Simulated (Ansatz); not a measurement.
# Li3SeF (model cell, started as antiperovskite): phonons and vibrational spectra, part 2 of 3

Wanted: phonon frequencies of Li3SeF (model cell, started as antiperovskite) and what follows from them.

Ansatz 0.2.0; DFT PBE, scalar-relativistic, plane waves, PAW; PAW set soft_1.

So far. Step 3 (Relaxation): Little changed from the start: no atom moved by 0.005 Å and no cell edge by 0.1 %.

The structure was built from a prototype and need not be the compound's stable phase.

## Step 4: Relaxing to small forces for the phonons, k-mesh 8×8×8

Phonons need a cell at rest on their own settings, so the relaxation is repeated with tight tolerances on forces and stress on the k mesh and occupations of the first response run.

Input file input.yaml:

```yaml
crystal:
  lattice:
    - [3.9958142153, 0.0, 0.0]
    - [0.0, 3.9958142153, 0.0]
    - [0.0, 0.0, 3.9958142153]
  atoms:
    - { symbol: Se, position: [0.0, 0.0, 0.0] }
    - { symbol: F, position: [0.5, 0.5, 0.5] }
    - { symbol: Li, position: [0.5, 0.5, 0.0] }
    - { symbol: Li, position: [0.5, 0.0, 0.5] }
    - { symbol: Li, position: [0.0, 0.5, 0.5] }
kpoints:
  mp_grid: { grid: [8, 8, 8] }
hamiltonian:
  xc: pbe
  pseudopotentials: { kind: paw, azcp: { folder: soft_1 } }
scf:
  occupations: { method: fixed }
output:
  forces: true
  stress: true
  eigenvalues: true
relax:
  adjacent_minimum: "off"
  f_tol: 0.001
  max_steps: 60
  cell: { stress_tol: 0.01 }
```

The run is started by

```
ansatz run input.yaml --threads 8 --pin off --max-ram 16384MiB --backend cpu --events-out ev --progress --plain --runs-dir out
```

Numbers of over 12 decimals in the logs are rounded to 6 here.

What it wrote:

```text
[...]
Crystal: 5 atoms, lattice volume = 63.799 Å³
Basis set: ecut = 420 eV, 1237 PW (Γ), exchange–correlation on 54×54×54 points (8 copies of the dense FFT grid, shifted against one another)
Bands: 21, of which v1, the nominal top of the filled ones, is band 16 counted from 1 (15 counted from 0)
Symmetry: 48 space group operations
[...]
k-points: 35 of 512
[...]
--- Relaxed structure (2 steps of the walk, 2 accepted, 1 SCFs on fresh bases) ---
[...]
cell:  # Å, volume = 63.7910 Å³
    - [3.995640, 0, 0]
    - [0, 3.995640, 0]
    - [0, 0, 3.995640]
  atoms:
    - { symbol: Se, position: [0, 0, 0] }
    - { symbol: F, position: [0.5, 0.5, 0.5] }
    - { symbol: Li, position: [0.5, 0.5, 0] }
    - { symbol: Li, position: [0.5, 0, 0.5] }
    - { symbol: Li, position: [0, 0.5, 0.5] }
[key lines of the parts left out:]
SCF converged after 10 iterations
Free energy (F): -6898.176881 eV
Fermi energy:    5.010561 eV
P = ⅓ Tr σ = -0.0037 GPa (-0.037 kbar)
```

Run time: 2.1 s. Hardware: 8 threads of Arm Neoverse V1, shared host; peak memory 0.43 GiB.

Little changed from the start: no atom moved by 0.005 Å and no cell edge by 0.1 %.

This step gave:

```yaml
pressure: -0.003692 GPa
gap_on_the_k_mesh: 3.748 eV
direct_gap_on_mesh: 4.060 eV
```

The forces vanish by symmetry and the pressure is -0.004 GPa, within the tolerances set. The cell now holds 12.76 Å³/atom.

## Step 5: A first phonon run

The phonons are first tried on the mesh that the gap suggested.

input.yaml, the sections that differ from step 4:

```yaml
crystal:
  lattice:
    - [3.9956403211, 0.0, 0.0]
    - [0.0, 3.9956403211, 0.0]
    - [0.0, 0.0, 3.9956403211]
  atoms:
    - { symbol: Se, position: [0.0, 0.0, 0.0] }
    - { symbol: F, position: [0.5, 0.5, 0.5] }
    - { symbol: Li, position: [0.5, 0.5, 0.0] }
    - { symbol: Li, position: [0.5, 0.0, 0.5] }
    - { symbol: Li, position: [0.0, 0.5, 0.5] }
output:
  eigenvalues: true
phonons:
  method: dfpt
  dielectric: true
  rigid_motions: translations
# kpoints, hamiltonian, scf: as in step 4
# relax: removed
```

What it wrote:

```text
[...]
Crystal: 5 atoms, lattice volume = 63.791 Å³
Basis set: ecut = 420 eV, 1237 PW (Γ), exchange–correlation on 54×54×54 points (8 copies of the dense FFT grid, shifted against one another)
Bands: 21, of which v1, the nominal top of the filled ones, is band 16 counted from 1 (15 counted from 0)
Symmetry: 48 space group operations
k-points: 170 of 512 (irreducible under 2 space group operations, time reversal used)
[...]
optical modes at Γ + LO–TO along q̂ = [1.0000, 0.0000, 0.0000]:
      ω (cm⁻¹)  modes    IR ((D/Å)²/amu)
[...]
optical modes at Γ + LO–TO along q̂ = [0.0000, 1.0000, 0.0000]:
      ω (cm⁻¹)  modes    IR ((D/Å)²/amu)
[...]
optical modes at Γ + LO–TO along q̂ = [0.0000, 0.0000, 1.0000]:
      ω (cm⁻¹)  modes    IR ((D/Å)²/amu)
[...]
268.34      2            19.8860
        395.12      1             0.5504
        397.78      2             0.2438
        451.67      1            17.9047
[key lines of the parts left out:]
SCF converged after 11 iterations
Free energy (F): -6898.176881 eV
Fermi energy:    5.010560 eV
```

It took 28 s on 8 threads; peak memory 1.2 GiB.

Numbers from this step:

* sum-rule residual before enforcement: 0.003405 eV/Å²
* miss of the charge sum rule: 0.007091 e
* estimated error of the dielectric tensor: 0.01394
* estimated error of the Born charges: 0.01907 e
* point group: m-3m
* highest optical mode at the zone centre (no LO-TO term): 397.8 cm⁻¹
* lowest optical zone-centre mode: 149.4 cm⁻¹
* mean high-frequency dielectric constant: 4.238
* largest Born charge (third of the trace): -1.991 e
* mean static dielectric constant: 22.15
* top of the zone-centre spectrum with the field: 451.7 cm⁻¹

The highest optical mode at Γ without the field comes at 397.8 cm⁻¹, but the log warns of the mesh: “the force constants stand on the 8×8×8 k-mesh, whose period is 13.98 times the interband length at k = (0.0000, -0.5000, -0.5000), direct gap 4.060 eV, under 14: take them and everything formed from them as unconverged”.

## Step 6: Tight relaxation, k-mesh 12×12×12

The k mesh is raised to 12×12×12 since a zone-centre run on the first mesh warned that it was too coarse for the force constants, and the cell is relaxed again on it.

input.yaml, the sections that differ from step 5:

```yaml
kpoints:
  mp_grid: { grid: [12, 12, 12] }
output:
  forces: true
  stress: true
  eigenvalues: true
relax:
  adjacent_minimum: "off"
  f_tol: 0.001
  max_steps: 60
  cell: { stress_tol: 0.01 }
# crystal, hamiltonian, scf: as in step 5
# phonons: removed
```

What it wrote:

```text
[...]
Crystal: 5 atoms, lattice volume = 63.791 Å³
Basis set: ecut = 420 eV, 1237 PW (Γ), exchange–correlation on 54×54×54 points (8 copies of the dense FFT grid, shifted against one another)
Bands: 21, of which v1, the nominal top of the filled ones, is band 16 counted from 1 (15 counted from 0)
Symmetry: 48 space group operations
[...]
k-points: 84 of 1728
[...]
--- Relaxed structure (1 steps of the walk, 1 accepted, 1 SCFs on fresh bases) ---
[...]
cell:  # Å, volume = 63.7910 Å³
    - [3.9956403211, 0.0, 0.0]
    - [0.0, 3.9956403211, 0.0]
    - [0.0, 0.0, 3.9956403211]
  atoms:
    - { symbol: Se, position: [0.0, 0.0, 0.0] }
    - { symbol: F, position: [0.5, 0.5, 0.5] }
    - { symbol: Li, position: [0.5, 0.5, 0.0] }
    - { symbol: Li, position: [0.5, 0.0, 0.5] }
    - { symbol: Li, position: [0.0, 0.5, 0.5] }
[key lines of the parts left out:]
SCF converged after 9 iterations
Free energy (F): -6898.176983 eV
Fermi energy:    5.010375 eV
P = ⅓ Tr σ = -0.0049 GPa (-0.049 kbar)
```

The job ended after 3.4 s (8 threads; peak memory 0.47 GiB; 20 s of CPU time).

Little changed from the start: no atom moved by 0.005 Å and no cell edge by 0.1 %.

This step gave:

| Quantity | Value |
| --- | --- |
| pressure | -0.004860 GPa |

The forces vanish by symmetry and the pressure is -0.005 GPa, within the tolerances set. The cell now holds 12.76 Å³/atom.

## Step 7: Zone-centre response

The zone centre comes first: it holds the modes that light can see, as far as symmetry allows. The response to a homogeneous field gives the Born charges and the dielectric tensor.

input.yaml, as its differences from that of step 6:

```diff
@@ -19,9 +19,6 @@
 output:
-  forces: true
-  stress: true
   eigenvalues: true
-relax:
-  adjacent_minimum: "off"
-  f_tol: 0.001
-  max_steps: 60
-  cell: { stress_tol: 0.01 }
+phonons:
+  method: dfpt
+  dielectric: true
+  rigid_motions: translations
```

What it wrote:

```text
[...]
Crystal: 5 atoms, lattice volume = 63.791 Å³
Basis set: ecut = 420 eV, 1237 PW (Γ), exchange–correlation on 54×54×54 points (8 copies of the dense FFT grid, shifted against one another)
Bands: 21, of which v1, the nominal top of the filled ones, is band 16 counted from 1 (15 counted from 0)
Symmetry: 48 space group operations
k-points: 518 of 1728 (irreducible under 2 space group operations, time reversal used)
[...]
SCF iter   1: F=—  HF=-6902.650844 eV  |F-HF|=—  |Δ(HF+E_count)|=         —  Δρ=1.78e-1  dr2=1.96e1  ethr=3.10e-3  ⟨swp⟩=4.0  Hψ=43001  notcnv=0  defer=663
[...]
SCF iter  11: F=-6898.176983 eV  HF=-6898.176983 eV  |F-HF|=1.82e-12  |Δ(HF+E_count)|=  2.46e-10  Δρ=1.21e-7  dr2=7.38e-12  ethr=1.00e-12  ⟨swp⟩=10.2  Hψ=62815  notcnv=0
SCF 1 converged in 11 iterations: F = -6898.176983 eV  dr2 = 7.38e-12
[...]
Bands: 17, of which v1, the nominal top of the filled ones, is band 16 counted from 1 (15 counted from 0)
k-points: 56 of 1728
[...]
Eigensolver: Dense (56 Hₖ)
SCF iter   1: F=—  HF=-6898.171727 eV  |F-HF|=—  |Δ(HF+E_count)|=         —  Δρ=1.73e-4  dr2=4.20e-6  ethr=1.00e-1
[...]
SCF iter   4: F=-6898.171732 eV  HF=-6898.171732 eV  |F-HF|=8.45e-10  |Δ(HF+E_count)|=   3.39e-7  Δρ=2.38e-6  dr2=4.21e-9  ethr=7.32e-10
SCF 1 converged in 4 iterations: F = -6898.171732 eV  dr2 = 4.21e-9
[...]
SCF converged after 11 iterations
Free energy (F): -6898.176983 eV
[...]
Internal energy: -6898.176983 eV  (E = F + TS)
E sigma→0 (E₀):  -6898.176983 eV
Fermi energy:    5.010373 eV
[...]
--- Band table (eV; the first three rows and the last of 518) ---
  k-point 0: bands = [... 12 lower, -1.1341, 4.3529, 4.3529, 4.3529, 8.7586, 10.6126, 10.6126, 14.9622, ... 1 higher]
  k-point 1: bands = [... 12 lower, -1.1120, 4.1448, 4.3618, 4.3618, 8.8941, 10.5765, 10.8597, 14.4741, ... 1 higher]
  k-point 2: bands = [... 12 lower, -1.0488, 3.6532, 4.3868, 4.3868, 9.1633, 10.4818, 11.5984, 13.5431, ... 1 higher]
  k-point 517: bands = [... 12 lower, -0.8031, 2.3096, 2.3096, 2.3096, 11.1860, 11.1860, 11.1860, 11.7224, ... 1 higher]
[...]
ASR residual: 3.409e-3 → 0.000e0 eV/Å²; symmetrization residual: 1.445e-6 eV/Å²
  ASR residual per site (eV/Å²): 4.79e-5 2.09e-3 3.41e-3 3.41e-3 3.41e-3
[...]
ε∞ (high-frequency dielectric tensor):
        4.241124     0.000000    -0.000000
        0.000000     4.241124     0.000000
       -0.000000     0.000000     4.241124
  ε⁰ (static dielectric tensor: ions relaxed, cell fixed):
       22.196298     0.000000     0.000000
        0.000000    22.196298    -0.000000
        0.000000    -0.000000    22.196298
  ε⁰ − ε∞ (ionic part):
       17.955173     0.000000     0.000000
        0.000000    17.955173    -0.000000
        0.000000    -0.000000    17.955173
[...]
Born effective charges Z* (e; rows j = field, columns β = displacement):
    site 0:
        -1.99659    0.00000    0.00000
        -0.00000   -1.99659    0.00000
         0.00000   -0.00000   -1.99659
    site 1:
        -1.58107   -0.00000    0.00000
         0.00000   -1.58107    0.00000
         0.00000    0.00000   -1.58107
    site 2:
         1.36271   -0.00000    0.00000
         0.00000    1.36271    0.00000
        -0.00000    0.00000    0.85223
    site 3:
         1.36271    0.00000    0.00000
         0.00000    0.85223    0.00000
        -0.00000    0.00000    1.36271
    site 4:
         0.85223   -0.00000    0.00000
        -0.00000    1.36271    0.00000
         0.00000    0.00000    1.36271
  Z* charge neutrality: 8.933e-4 e pre-enforcement
[...]
optical modes at Γ without the LO–TO term, one row a degenerate level:
      ω (cm⁻¹)  modes    IR ((D/Å)²/amu)
        149.44      3            26.6691
        193.03      3             0.0000
        268.35      3            29.8493
        397.78      3             0.3649
  optical modes at Γ + LO–TO along q̂ = [1.0000, 0.0000, 0.0000]:
      ω (cm⁻¹)  modes    IR ((D/Å)²/amu)
        149.44      2            17.7794
        193.03      3             0.0000
        204.41      1             0.4678
        268.35      2            19.8995
        395.13      1             0.5464
        397.78      2             0.2433
        451.82      1            17.9469
  optical modes at Γ + LO–TO along q̂ = [0.0000, 1.0000, 0.0000]:
      ω (cm⁻¹)  modes    IR ((D/Å)²/amu)
        149.44      2            17.7794
        193.03      3             0.0000
        204.41      1             0.4678
        268.35      2            19.8995
        395.13      1             0.5464
        397.78      2             0.2433
        451.82      1            17.9469
  optical modes at Γ + LO–TO along q̂ = [0.0000, 0.0000, 1.0000]:
      ω (cm⁻¹)  modes    IR ((D/Å)²/amu)
        149.44      2            17.7794
        193.03      3             0.0000
        204.41      1             0.4678
        268.35      2            19.8995
        395.13      1             0.5464
        397.78      2             0.2433
        451.82      1            17.9469
```

The job ended after 78 s (8 threads; peak memory 2.7 GiB; 9.4 min of CPU time).

The column dr2 measures how far the density is from self-consistency, as an energy; F and HF (Harris–Foulkes) agree once it is small.

This step gave:

* sum-rule residual before enforcement: 0.003409 eV/Å²
* miss of the charge sum rule: 8.93e-4 e
* estimated error of the dielectric tensor: 0.01104
* estimated error of the Born charges: 0.01714 e
* mean high-frequency dielectric constant: 4.241
* largest Born charge (third of the trace): -1.997 e
* mean static dielectric constant: 22.20
* top of the zone-centre spectrum with the field: 451.8 cm⁻¹

Without the LO-TO term. Patterns of degenerate modes are one choice out of their space. The modes at Γ (shares of kinetic energy by element, %):

```
mode  frequency (cm⁻¹)  symmetry  Se %  F %  Li %
   1               0.0  acoustic    66   16    18
   2               0.0  acoustic    66   16    18
   3               0.0  acoustic    66   16    18
   4             149.4       T1u    30   11    59
   5             149.4       T1u    30   11    59
   6             149.4       T1u    30   11    59
   7             193.0       T2u     0    0   100
   8             193.0       T2u     0    0   100
   9             193.0       T2u     0    0   100
  10             268.4       T1u     3   71    26
  11             268.4       T1u     3   71    26
  12             268.4       T1u     3   71    26
  13             397.8       T1u     0    3    97
  14             397.8       T1u     0    3    97
  15             397.8       T1u     0    3    97
```

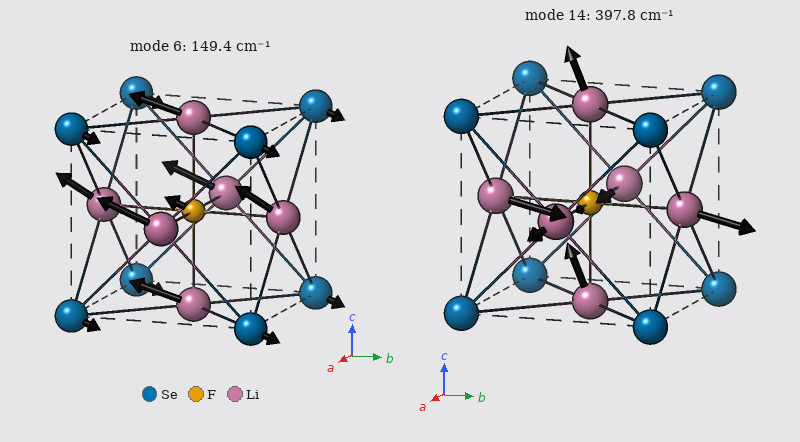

Displacement patterns of modes 6 and 14 at Γ; arrows are exaggerated. Some periodic images of atoms are drawn too.

Optical modes at the zone centre, without and with the macroscopic field of the longitudinal modes; each column is sorted by frequency, so a row need not hold one and the same mode. Modes with and without the field, by row:

```
rank among optical modes  no field (cm⁻¹)  q along (1, 0, 0) (cm⁻¹)
                       1            149.4                     149.4
                       2            149.4                     149.4
                       3            149.4                       193
                       4              193                       193
                       5              193                       193
                       6              193                     204.4
                       7            268.4                     268.4
                       8            268.4                     268.4
                       9            268.4                     395.1
                      10            397.8                     397.8
                      11            397.8                     397.8
                      12            397.8                     451.8
```

Born charge (rows field, columns displacement) (e), principal values of the symmetric part by kind of site:

```
atom  atoms with these values    low  middle   high   mean
 Se1                        1  -2.00   -2.00  -2.00  -2.00
  F2                        1  -1.58   -1.58  -1.58  -1.58
 Li3                        3   0.85    1.36   1.36   1.19
```

In full for Li3:

```
1.36 0.00 0.00
0.00 1.36 0.00
0.00 0.00 0.85
```

High-frequency dielectric tensor:

```
4.24 0.00 0.00
0.00 4.24 0.00
0.00 0.00 4.24
```

Static dielectric tensor (ions relaxed, fixed cell):

```
22.20  0.00  0.00
 0.00 22.20  0.00
 0.00  0.00 22.20
```

Transverse modes. Lines of the infrared spectrum (strongest = 100):

```
position (cm⁻¹)  label  relative intensity
            149    T1u                  89
            193    T2u                 0.0
            268    T1u                 100
            398    T1u                 1.2
```

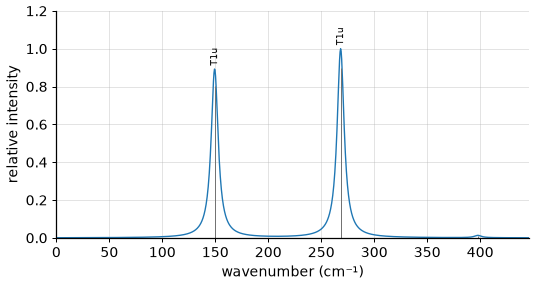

The infrared spectrum, broadened with Lorentzians of width 8 cm⁻¹; bars mark the lines.

Before it was imposed, the acoustic sum rule was missed by 0.0034 eV/Å² and the charge sum rule by 8.9e-4 e. Small misses are needed for a sound result but don't prove that mesh and cutoff are converged. Against the first mesh the highest mode moved by +0.0 cm⁻¹. The lowest optical mode is real, 149 cm⁻¹.

(Continued in part 3 of 3.)

[Logs are printed without paths, hosts, clocks, repeated set-up lines and the standing remarks that a program may print on its own settings, such as how far it seeks lower states.]

[Hosts, paths, dates, database ids (printed as entryN), source tags and the programs' standing remarks are cut or masked in the printed files.]
